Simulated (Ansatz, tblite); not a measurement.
# ZrF4: one state, many levels, part 2 of 2

How do method and basis change the picture of ZrF4 (singlet)?

Ansatz 0.2.0, Gaussian basis; as each input shows.

## 16. PBE-D4/def2-TZVPD

in.yaml reads:

```yaml
crystal:
  periodic: [false, false, false]
  atoms:
    - {symbol: Zr, position_ang: [-0.000007, -0.000006, 0.000025]}
    - {symbol: F, position_ang: [0.009446, -0.015571, 1.908285]}
    - {symbol: F, position_ang: [1.795993, 0.009661, -0.644961]}
    - {symbol: F, position_ang: [-0.906521, 1.561038, -0.618920]}
    - {symbol: F, position_ang: [-0.898911, -1.555123, -0.644419]}
basis:
  gaussian: {orbitals: def2-TZVPD, initial_orbitals: start.molden}
hamiltonian: {xc: pbe, dispersion: d4}
scf: {omitted_lower_state_checks: [starts]}
output: {orbitals: {seedname: orbitals}}
```

Started as:

```sh
ansatz run in.yaml --threads 4 --pin off --events-out ev --progress --plain --max-ram 3916MiB
```

The log of the run:

```text
Functional definition: PBE
  name "PBE"
  cite "Perdew, Burke & Ernzerhof, Phys. Rev. Lett. 77, 3865 (1996) doi:10.1103/PhysRevLett.77.3865"
  parent pbe
  parameter kappa = 0.804
  parameter beta = 0.06672455060314922
  exchange = pbe_x(kappa = kappa, mu = beta*pi^2/3)
  correlation = pbe_c(beta = beta)
these checks for a lower state are left out or cut short: starts
1109 factors; their error is unknown
mean field evaluation 1: about -12152.4746 eV, gradient 1.3e1 eV
mean field evaluation 2: about -12152.7856 eV, gradient 3.1e-1 eV
mean field evaluation 4: about -12152.7862 eV, gradient 2.9e-2 eV
mean field -12152.78617494 eV, -446.6066544747 hartree, gradient 2.7e-5 eV, S^2 0.000000; 0 other end points of the search recorded, 0 dependent functions left out
reference -12152.78624119 eV, -446.6066569094 hartree; 24, 24 occupied and 176, 176 virtual orbitals, 1109 factors
Total energy: -12152.87109489 eV, -446.6097752252 hartree
Checks for a lower state left out: starts
```

Run time: 1.6 s. Hardware: 4 threads of Arm Neoverse V1, shared host.

Report: HOMO -10.17 eV, LUMO -2.37 eV.

## 17. r2SCAN-D4/def2-TZVPD

in.yaml, as its differences from that of step 16:

```diff
@@ -10,3 +10,3 @@
   gaussian: {orbitals: def2-TZVPD, initial_orbitals: start.molden}
-hamiltonian: {xc: pbe, dispersion: d4}
+hamiltonian: {xc: r2scan, dispersion: d4}
 scf: {omitted_lower_state_checks: [starts]}
```

Launched as before.

The log of the run:

```text
Functional definition: r2SCAN
  name "r2SCAN"
  cite "Furness, Kaplan, Ning, Perdew & Sun, J. Phys. Chem. Lett. 11, 8208 (2020) doi:10.1021/acs.jpclett.0c02405"
  cite "Furness, Kaplan, Ning, Perdew & Sun, J. Phys. Chem. Lett. 11, 9248 (2020) doi:10.1021/acs.jpclett.0c03077"
  parent r2scan
  parameter k0 = 0.174
  parameter k1 = 0.065
  parameter a1 = 4.9479
  exchange = r2scan_x(k0 = k0, k1 = k1, a1 = a1)
  correlation = r2scan_c
these checks for a lower state are left out or cut short: starts
1109 factors; their error is unknown
mean field evaluation 1: about -12158.6572 eV, gradient 8.6e0 eV
mean field evaluation 2: about -12158.8292 eV, gradient 1.8e-1 eV
mean field evaluation 4: about -12158.8324 eV, gradient 2.1e-4 eV
mean field -12158.83242313 eV, -446.8288499975 hartree, gradient 2.0e-5 eV, S^2 0.000000; 0 other end points of the search recorded, 0 dependent functions left out
reference -12158.83244835 eV, -446.8288509244 hartree; 24, 24 occupied and 176, 176 virtual orbitals, 1109 factors
Total energy: -12158.85218688 eV, -446.8295763018 hartree
Checks for a lower state left out: starts
```

It took 3.1 s on 4 threads of Arm Neoverse V1, shared host.

From the report: HOMO -10.64 eV, LUMO -2.16 eV.

## 18. CCSD(T)/def2-TZVPP

in.yaml, as its differences from that of step 17:

```diff
@@ -9,4 +9,4 @@
 basis:
-  gaussian: {orbitals: def2-TZVPD, initial_orbitals: start.molden}
-hamiltonian: {xc: r2scan, dispersion: d4}
+  gaussian: {orbitals: def2-TZVPP, initial_orbitals: start.molden}
+correlation: {method: ccsd_t}
 scf: {omitted_lower_state_checks: [starts]}
```

Same command.

The log of the run:

```text
Functional definition: HF
  name "HF"
  cite "Fock, Z. Phys. 61, 126 (1930) doi:10.1007/BF01340294"
  parent pbe
  exchange = exact_x
  correlation = 0
these checks for a lower state are left out or cut short: starts
1208 factors; integrals over basis functions are off by at most 1.1e-3 eV
mean field evaluation 1: about -12102.4163 eV, gradient 3.3e1 eV
mean field evaluation 2: about -12103.9388 eV, gradient 2.3e0 eV
mean field evaluation 4: about -12104.1633 eV, gradient 1.8e0 eV
mean field evaluation 8: about -12104.1672 eV, gradient 4.2e-4 eV
mean field -12104.16722686 eV, -444.8199410878 hartree, gradient 6.7e-6 eV, S^2 0.000000; 0 other end points of the search recorded, 0 dependent functions left out
4 core orbitals not correlated: weight in the atoms' cores, before any rotation towards them, 1.000 or more for the frozen orbitals, at most 0.000 for the correlated occupied ones
reference -12104.16722686 eV, -444.8199410878 hartree; 20, 20 occupied and 156, 156 virtual orbitals, 1208 factors
second order -36.70568517 eV of doubles, -0.00000000 eV of singles
cycle   1  -35.29787501 eV  change     1.4e0 eV  update   1.8e-1
cycle   2  -36.18832160 eV  change   -8.9e-1 eV  update   8.0e-2
cycle   3  -36.40495680 eV  change   -2.2e-1 eV  update   2.9e-2
cycle   4  -36.38754768 eV  change    1.7e-2 eV  update   9.0e-3
cycle   5  -36.37192500 eV  change    1.6e-2 eV  update   2.4e-3
cycle   6  -36.37273300 eV  change   -8.1e-4 eV  update   8.7e-4
cycle   7  -36.37298310 eV  change   -2.5e-4 eV  update   2.7e-4
cycle   8  -36.37272202 eV  change    2.6e-4 eV  update   1.1e-4
cycle   9  -36.37273468 eV  change   -1.3e-5 eV  update   3.5e-5
perturbative correction -1.26310573 eV, -0.0464182796 hartree
Total energy: -12141.80306727 eV, -446.2030327125 hartree
Checks for a lower state left out: starts
```

Wall time 85 s (4 threads of Arm Neoverse V1, shared host); peak memory 2.3 GiB.

Hartree-Fock HOMO -17.55 eV, LUMO 1.07 eV; T1 0.018.

## 19. MP2/def2-TZVP

in.yaml, as its differences from that of step 18:

```diff
@@ -9,4 +9,4 @@
 basis:
-  gaussian: {orbitals: def2-TZVPP, initial_orbitals: start.molden}
-correlation: {method: ccsd_t}
+  gaussian: {orbitals: def2-TZVP, initial_orbitals: start.molden}
+correlation: {method: mp2}
 scf: {omitted_lower_state_checks: [starts]}
```

Launched as before.

The log of the run:

```text
Functional definition: HF
  name "HF"
  cite "Fock, Z. Phys. 61, 126 (1930) doi:10.1007/BF01340294"
  parent pbe
  exchange = exact_x
  correlation = 0
these checks for a lower state are left out or cut short: starts
1194 factors; integrals over basis functions are off by at most 1.2e-3 eV
mean field evaluation 1: about -12102.3628 eV, gradient 3.1e1 eV
mean field evaluation 2: about -12103.6508 eV, gradient 2.1e0 eV
mean field evaluation 4: about -12103.8717 eV, gradient 1.8e0 eV
mean field evaluation 8: about -12103.8754 eV, gradient 4.1e-4 eV
mean field -12103.87543876 eV, -444.8092180731 hartree, gradient 6.1e-6 eV, S^2 0.000000; 0 other end points of the search recorded, 0 dependent functions left out
4 core orbitals not correlated: weight in the atoms' cores, before any rotation towards them, 1.000 or more for the frozen orbitals, at most 0.000 for the correlated occupied ones
reference -12103.87543876 eV, -444.8092180731 hartree; 20, 20 occupied and 140, 140 virtual orbitals, 1194 factors
second order -35.78587074 eV of doubles, -0.00000000 eV of singles
Total energy: -12139.66130951 eV, -446.1243245664 hartree
Checks for a lower state left out: starts
```

It took 1.2 s on 4 threads of Arm Neoverse V1, shared host.

From the report: Hartree-Fock HOMO -17.58 eV, LUMO 1.14 eV.

## 20. RPA/def2-TZVP

in.yaml, as its differences from that of step 19:

```diff
@@ -10,4 +10,4 @@
   gaussian: {orbitals: def2-TZVP, initial_orbitals: start.molden}
-correlation: {method: mp2}
+hamiltonian: {xc: pbe}
+correlation: {method: rpa}
 scf: {omitted_lower_state_checks: [starts]}
-output: {orbitals: {seedname: orbitals}}
```

The command is unchanged.

The log of the run:

```text
Functional definition: PBE
  name "PBE"
  cite "Perdew, Burke & Ernzerhof, Phys. Rev. Lett. 77, 3865 (1996) doi:10.1103/PhysRevLett.77.3865"
  parent pbe
  parameter kappa = 0.804
  parameter beta = 0.06672455060314922
  exchange = pbe_x(kappa = kappa, mu = beta*pi^2/3)
  correlation = pbe_c(beta = beta)
these checks for a lower state are left out or cut short: starts
1194 factors; integrals over basis functions are off by at most 1.2e-3 eV
mean field evaluation 1: about -12152.4782 eV, gradient 1.1e1 eV
mean field evaluation 2: about -12152.6706 eV, gradient 2.0e-1 eV
mean field evaluation 4: about -12152.6677 eV, gradient 1.6e-4 eV
mean field -12152.66771809 eV, -446.6023012657 hartree, gradient 2.9e-6 eV, S^2 0.000000; 0 other end points of the search recorded, 0 dependent functions left out
4 core orbitals not correlated: weight in the atoms' cores, before any rotation towards them, 1.000 or more for the frozen orbitals, at most 0.000 for the correlated occupied ones
reference -12101.25660024 eV, -444.7129775325 hartree; 20, 20 occupied and 140, 140 virtual orbitals, 1194 factors
Total energy: -12153.72630042 eV, -446.6412034489 hartree
Checks for a lower state left out: starts
```

It took 2.7 s on 4 threads of Arm Neoverse V1, shared host.

## 21. Comparison

```csv
level,functions,HOMO (eV),LUMO (eV),gap (eV),time
HF/def2-TZVP,164,-17.58,1.14,18.72,0.7 s
LDA/def2-TZVP,164,-10.44,-2.68,7.77,0.6 s
PBE-D4/def2-SVP,87,-9.87,-2.17,7.70,0.65 s
PBE-D4/def2-TZVP,164,-10.14,-2.35,7.78,1.2 s
PBE-D4/def2-TZVPD,200,-10.17,-2.37,7.80,1.6 s
BLYP-D4/def2-TZVP,164,-10.08,-2.28,7.80,1.2 s
r2SCAN-D4/def2-TZVP,164,-10.64,-2.19,8.45,2.4 s
r2SCAN-D4/def2-TZVPD,200,-10.64,-2.16,8.48,3.1 s
B3LYP-D4/def2-TZVP,164,-11.90,-1.77,10.13,1.4 s
PBE0-D4/def2-SVP,87,-12.03,-1.40,10.63,0.75 s
PBE0-D4/def2-TZVP,164,-12.20,-1.49,10.71,1.4 s
PBE0-D4/def2-TZVPD,200,-12.21,-1.48,10.73,2 s
HSE06-D4/def2-TZVP,164,-11.78,-1.87,9.91,2.2 s
LC-ωPBE/def2-TZVP,164,-15.06,0.91,15.97,1.4 s
ωB97X-V/def2-TZVP,164,-14.74,0.76,15.51,4.6 s
```

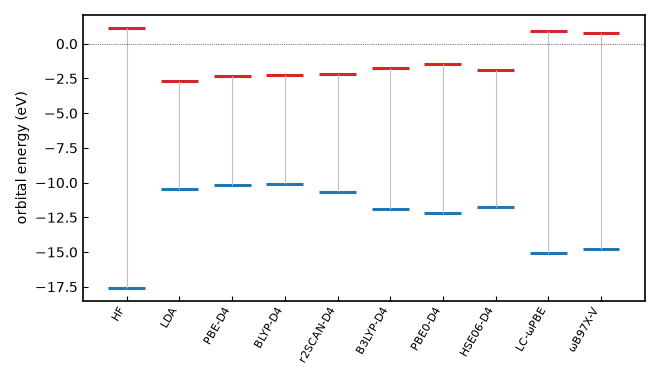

Highest filled (blue) and lowest empty (red) level in def2-TZVP.

Energy pieces by basis (eV):

| basis | HF | MP2 correlation | CCSD correlation | (T) | total |
| --- | --- | --- | --- | --- | --- |
| def2-TZVPP | -12104.1672 | -36.7057 | -36.3727 | -1.2631 | -12141.8031 |
| def2-TZVP | -12103.8754 | -35.7859 |  |  | -12139.6613 (MP2) |

## 22. Binding energy

Free atoms were run apart at each level; binding is atoms less cluster, divided by the number of atoms, without zero-point or spin-orbit terms.

Differences are taken before rounding.

| method | binding an atom (eV) | from CCSD(T)/def2-TZVPP (eV) | time |
| --- | --- | --- | --- |
| HF/def2-TZVP | 3.915 | -1.390 | 0.7 s |
| HF/def2-TZVPP | 3.963 | -1.342 |  |
| LDA/def2-TZVP | 6.245 | +0.940 | 0.6 s |
| BLYP-D4/def2-TZVP | 5.500 | +0.195 | 1.2 s |
| B3LYP-D4/def2-TZVP | 5.336 | +0.031 | 1.4 s |
| PBE0-D4/def2-SVP | 5.431 | +0.126 | 0.75 s |
| PBE0-D4/def2-TZVP | 5.308 | +0.003 | 1.4 s |
| PBE0-D4/def2-TZVPD | 5.314 | +0.009 | 2 s |
| HSE06-D4/def2-TZVP | 5.308 | +0.004 | 2.2 s |
| LC-ωPBE/def2-TZVP | 5.468 | +0.163 | 1.4 s |
| ωB97X-V/def2-TZVP | 5.415 | +0.110 | 4.6 s |
| MP2/def2-TZVP | 5.568 | +0.264 | 1.2 s |
| CCSD/def2-TZVPP | 5.183 | -0.121 |  |
| CCSD(T)/def2-TZVPP | 5.305 | 0 | 85 s |

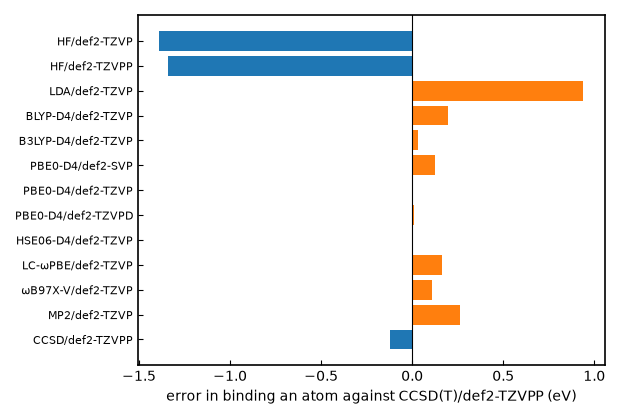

Deviations from CCSD(T)/def2-TZVPP, method by method.

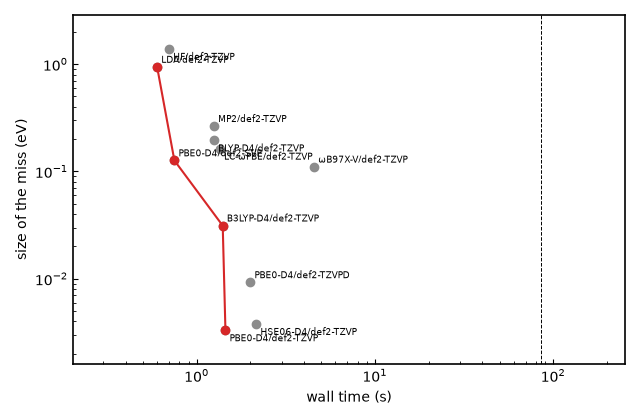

Accuracy for the time spent; red marks the levels that beat every quicker one drawn (of those quicker than the yardstick), and the dashed line is the time of CCSD(T)/def2-TZVPP. Times are from a shared host.

## 23. Outcome

This closing draws on all 2 parts.

```
                                                                  quantity                            value
gap in def2-TZVP, named functionals and Hartree-Fock, smallest and largest     7.77 eV (LDA), 18.72 eV (HF)
                                    correlation energy, CCSD(T)/def2-TZVPP                        -37.64 eV
                                         correlation energy, MP2/def2-TZVP                        -35.79 eV
                                       binding an atom, CCSD(T)/def2-TZVPP                         5.305 eV
                           PBE0 total energy, smallest basis above largest  13.68 eV (def2-SVP, def2-TZVPD)
```

In words: Orbital gaps of the named functionals and Hartree-Fock in def2-TZVP span 7.77 eV (LDA) to 18.72 eV (HF); exact exchange widens it. The functionals in def2-TZVP miss CCSD(T)/def2-TZVPP by +0.003 (PBE0-D4) to +0.940 eV (LDA) an atom. CCSD(T)/def2-TZVPP isn't at the basis-set limit; small misses against it rank nothing.

For cost: PBE0-D4/def2-TZVP gets within 0.003 eV in 1.4 s, where CCSD(T)/def2-TZVPP took 85 s; the quickest level in the cost chart, LDA/def2-TZVP, takes 0.6 s and misses by 0.940 eV. The slowest run with a step of its own, CCSD(T)/def2-TZVPP, took 85 s; the quickest functional in def2-TZVP took 0.6 s (shared host).
